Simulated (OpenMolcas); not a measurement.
# Co²⁺ among point charges: CASSCF levels and susceptibility

Aim: the splitting of the states of Co²⁺ in the field of 6 point charges, its lowest levels with spin-orbit coupling and its magnetic susceptibility.

The numbers are computed with OpenMolcas 26.06 (state-averaged CASSCF, spin-orbit coupling by RASSI with atomic mean-field integrals), except any that are marked as measured or tabulated.

1 further run of the same task is left out (it didn't finish).

## Step 1: What is computed

* Species: Co²⁺ (cobalt, Z = 27, 25 electrons)
* Basis: ANO-RCC-VTZP [6s5p3d2f1g], 59 functions
* Scalar Hamiltonian: DKH2, point nucleus
* Inactive shells: 1s 2s 2p 3s 3p
* Active space: 7 electrons in 5 orbitals (3d)
* Some configurations of this space: 3d⁷
* Orbitals: optimised for each spin and parity, averaged over all roots

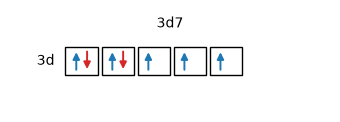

Outer shells as boxes.

The ion sits among 6 point charges of -2.2 e arranged as a trigonal prism (D3h), 2.09 Å from the ion, with a polar angle of 42.2° against the regular 49.1°. The active orbitals were held to one l.

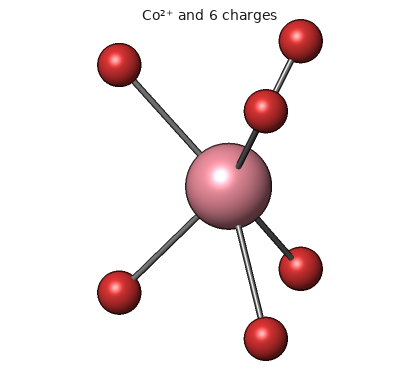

The ion and the point charges (red).

Each step is its own input file, run in one work folder so that later steps find the files of earlier ones. Labels, J, g values, rates, χT and fits are worked out afterwards by a script from the matrices that RASSI stores.

## Step 2: Basis and integrals

The input, a.inp:

```
&GATEWAY
Coord
1

Co 0.0 0.0 0.0
Basis=ANO-RCC-VTZP
Group=NoSym
NoMove
AngMom=0.0 0.0 0.0
AMFI
XField
6 Angstrom 0
1.404598 0.000000 1.547644 -2.200000
-0.702299 1.216418 1.547644 -2.200000
-0.702299 -1.216418 1.547644 -2.200000
1.404598 0.000000 -1.547644 -2.200000
-0.702299 1.216418 -1.547644 -2.200000
-0.702299 -1.216418 -1.547644 -2.200000
&SEWARD
```

## Step 3: CASSCF: quartets, 10 roots

The input, a.inp:

```
&RASSCF
FileOrb=start.orb
Symmetry=1
Spin=4
nActEl=7 0 0
Inactive=9
Ras2=5
CIRoot=10 10 1
SDav=10
CIMx=300
Iter=120 100
PrWF=0.3
OrbListing=Nothing
MaxOrb=0
SupSym
1
15 10 11 12 13 14 27 28 29 30 31 32 33 34 35 36
>>> COPY $Project.JobIph JOB001
```

start.orb holds the contracted functions of the basis, ordered by shell, or the orbitals of the step before.

## Step 4: Reference wave functions, doublets, 40 roots

The input, a.inp:

```
&RASSCF
FileOrb=start.orb
Symmetry=1
Spin=2
nActEl=7 0 0
Inactive=9
Ras2=5
CIRoot=40 40 1
SDav=40
CIMx=300
Iter=120 100
PrWF=0.3
OrbListing=Nothing
MaxOrb=0
SupSym
1
15 10 11 12 13 14 27 28 29 30 31 32 33 34 35 36
>>> COPY $Project.JobIph JOB002
```

## Step 5: RASSI: spin-orbit coupling between the states

The input, a.inp:

```
&RASSI
NrOfJobIphs=2 10 40
1 2 3 4 5 6 7 8 9 10
1 2 3 4 5 6 7 8 9 10 11 12 13 14 15 16 17 18 19 20 21 22 23 24 25 26 27
28 29 30 31 32 33 34 35 36 37 38 39 40
IphNames
JOB001
JOB002
EJob
SpinOrbit
DIPRint=1.0
SOCoupling=1000.0
Subsets=2
Property=9
'ANGMOM' 1 'ANGMOM' 2 'ANGMOM' 3 'MLTPL  1' 1 'MLTPL  1' 2 'MLTPL  1' 3
'AMFI' 1 'AMFI' 2 'AMFI' 3
SOProperty=3
'ANGMOM' 1 'ANGMOM' 2 'ANGMOM' 3
```

Q: Predict the outcome of this session. Wanted: spin-free ground state; first state of the same spin within the active space; lowest level; next level.

As calculated:

| quantity | value |
| --- | --- |
| method | CASSCF |
| spin-free ground state | 4A2, 1-fold in its orbital part |
| first state of the same spin within the active space | quartet at 1930 cm⁻¹ |
| lowest level | 2-fold E1/2, g = 1.99, 4.48, 4.48 |
| next level | 23.8 cm⁻¹ |
| χT at 300 K | 2.27 cm³ K/mol |
| effective moment at 300 K | 4.26 μB |

What this shows: The spin-free ground state (4A2) comes to 52 % from free-ion F terms and keeps the highest spin of the shell. χT at 300 K is 2.27, against 1.88 cm³ K/mol for the spin alone, so orbital moment adds to it. An active space of the d shell alone favours high spin; real ions in strong fields can be low spin. The field of point charges can differ much from that of real complexes. With metal d orbitals alone active, the gaps between spin states are rough; where two lie within a few thousand cm-1, their order is open. Point charges carry no covalency, so the field is a model and not that of real ligands.
